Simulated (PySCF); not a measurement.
C6H11BO2Si (SMILES COC1=CC=C(OC)[SiH2]B1)

The calculation's input:

```
{"job": {"kind": "nmr", "xc": "PBE0", "basis": "pcSseg-1"}, "charge": 0, "multiplicity": 1}
C     -3.842268     0.337034     0.629512
O     -2.688419     1.009086     0.207262
C     -1.471164     0.332807     0.248173
C     -0.455095     1.119481    -0.242726
C      0.934515     0.853416    -0.395949
C      1.551878    -0.301908    -0.054076
O      2.866687    -0.556864    -0.200111
C      3.715691     0.421862    -0.762166
Si     0.561920    -1.750949     0.688650
B     -1.267515    -1.081531     0.770882
H     -4.664260     1.036770     0.479524
H     -4.023770    -0.566928     0.037934
H     -3.789083     0.063368     1.688830
H     -0.763042     2.108744    -0.566968
H      1.500100     1.673784    -0.823660
H      4.711411    -0.018580    -0.776730
H      3.412012     0.670730    -1.783502
H      3.728155     1.332691    -0.155948
H      1.259087    -2.066505     1.950267
H      0.872017    -2.886928    -0.201689
H     -2.157777    -1.712638     1.203064
```

Command:

```sh
OMP_NUM_THREADS=1 python probes_run.py task.json out
```

Geometry: GFN2-xTB.

Computed with PBE0/pcSseg-1, SCF density, gas phase, non-relativistic (PySCF).

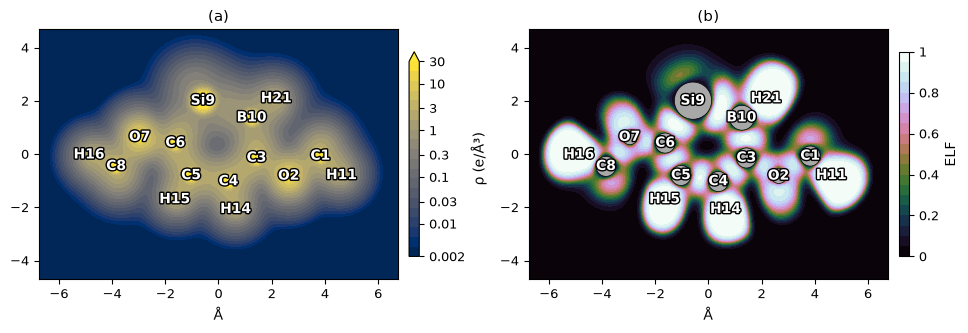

Figure 1. (a) electron density; (b) electron localisation function on the plane of atoms O2, C3 and B10. Grey discs cover the atomic cores in the ELF map.

Interpret the plot.

The plane passes through C, O, Si, B and H nuclei. C–O (1.35 Å): ρ at the midpoint is about 2.4 e/Å³, with its minimum of 2 e/Å³ about 0.5 Å from C; the ELF peaks at about 0.90 between the atoms: a polar covalent bond. C–C (1.35 Å): ρ is about 2.2 e/Å³ halfway; the ELF peaks at about 0.95 between the atoms, as expected for a covalent bond. C–B (1.52 Å): the density is about 1.5 e/Å³ at the midpoint; the ELF peaks at about 0.95 between the atoms (localised, covalent bonding). C–Si (1.91 Å): the density is about 0.92 e/Å³ at the midpoint; the ELF peaks at about 1 between the atoms (a covalent bond). Si–B (1.95 Å): ρ is about 0.85 e/Å³ halfway; the ELF peaks at about 1 between the atoms (a covalent bond). The ELF also peaks beside O2 and O7, away from the bonds: lone-pair regions.

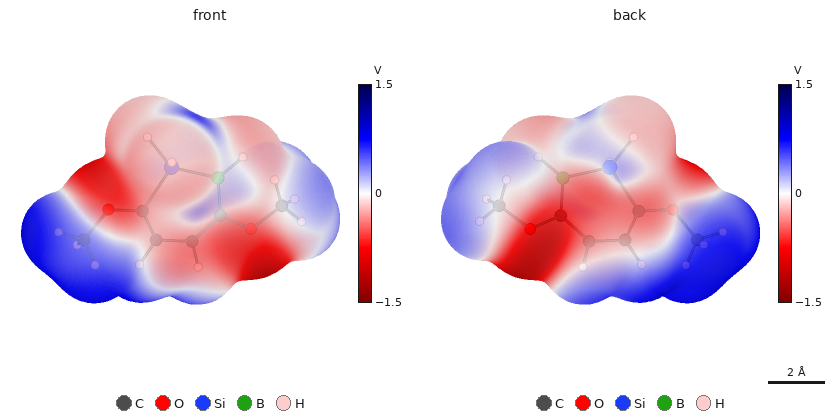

Figure 2. The molecular electrostatic potential painted on the density surface at 0.001 e/bohr³, seen from the front and from behind; the colour scale runs from red (negative) to blue (positive).

Which sites attract a positive test charge, and which a negative one?

A positive charge is drawn to the negative regions and a negative charge to the positive ones. The most negative region (about −1.2 V) lies over O2, the most positive (about +0.9 V) over C8, H15 and H16. O2 is the likeliest acceptor of a hydrogen bond.
